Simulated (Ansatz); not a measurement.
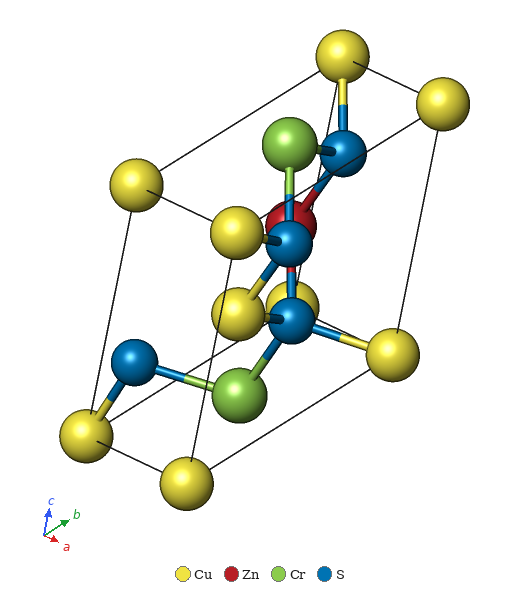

The image is a ball-and-stick drawing of a crystal, viewed slightly off an axis. The wireframe shows the simulation cell.

```xyz
8
Lattice="0.0000 5.2126 0.0000 5.2126 0.0000 0.0000 2.6063 2.6063 -5.2036" Properties=species:S:1:pos:R:3 pbc="T T T"
Cu    0.0000    0.0000    0.0000
Cu    2.6063    5.2126   -2.6018
Zn    5.2126    2.6063   -2.6018
Cr    5.2126    5.2126   -5.2036
S     6.5481    3.8751   -3.8693
S     1.2688    1.2708   -1.3343
S     3.8771    6.5502   -3.8693
S     3.9439    3.9418   -1.3343
```

Electronic-structure method: DFT, PAW plane waves, r2SCAN (Ansatz). Parameters: plane waves to 500 eV, a 4×4×4 grid in reciprocal space, Fermi-Dirac smearing of 0.042 eV, collinear spins. The state is ferromagnetic.

> What are the atomic charges by Bader's partition?

Zn +0.94 e; Cr +1.35 e; Cu +0.60 e; S -0.87 e.

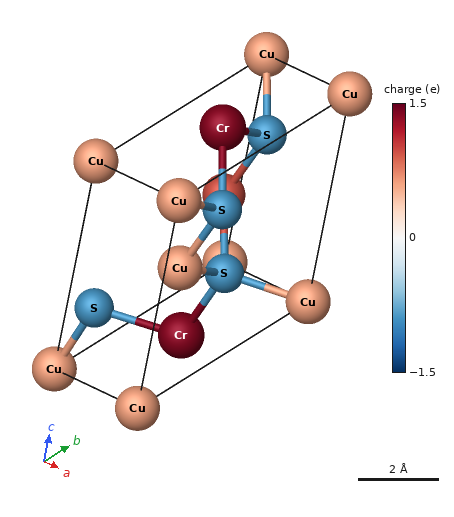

The atoms coloured by those charges.

The model is a generated cell, made by putting these elements into a known structure type (the compound may or may not exist in this form); its atoms and cell weren't optimised. It was run through Ansatz as a DFT input.

At this level of theory the cell isn't at rest (forces up to 0.9 eV/Å), so its distances can differ from those at equilibrium, the more so the softer the solid, and its magnetic state may change on relaxation.
